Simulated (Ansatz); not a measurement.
The starting structures come from a database of crystals and need not be the phases stable at ambient conditions.

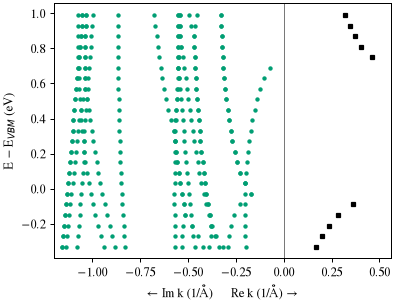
Fig. 1. Complex bands at the centre of the two-dimensional zone; r2SCAN (Ansatz, a program for electronic structure)

The gap is the functional's own. No spin-orbit coupling. Mid-gap values are interpolated on the energy grid.

Task: This is CsAuBr$_{3}$ (I4/mmm, not sure to be the ambient phase, 10 atoms a cell, 35.0 Å³ an atom) along the normal of (101). Read off the slowest decay at the centre of the two-dimensional zone at 0.39 eV, the computed energy nearest the middle of the gap.

Result: κ ≈ 0.16 1/Å, a decay length 1/(2κ) of the density of 3.1 Å.
